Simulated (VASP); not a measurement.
Band structure of CsI (CsCl type). Calculation: vdW-DF2, VASP's PBE PAW potentials (set 64) (plane waves; VASP).

Unless said otherwise, spin-orbit coupling is left out, though it shifts the bands of the heavy elements here.

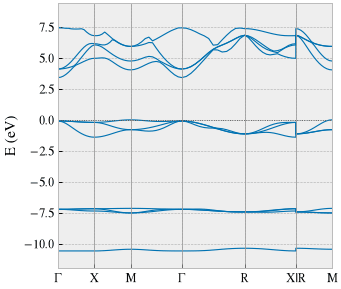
Figure. Bands along high-symmetry lines, zero at the valence-band maximum or, without a gap, the Fermi level

Problem. Read the plot: is there a gap, and where are the band edges?

Solution. The gap is indirect, 3.41 eV, from the valence maximum at M to the conduction minimum at Γ. (Edges off the drawn lines would not show.)

Measured: gap 6.20 eV (computed value off by -2.79 eV), as given by Aguado et al., (1998), arXiv:cond-mat/9809176.

The compound is CsI in the CsCl type structure. It was relaxed first, which changed the volume by +8 %.
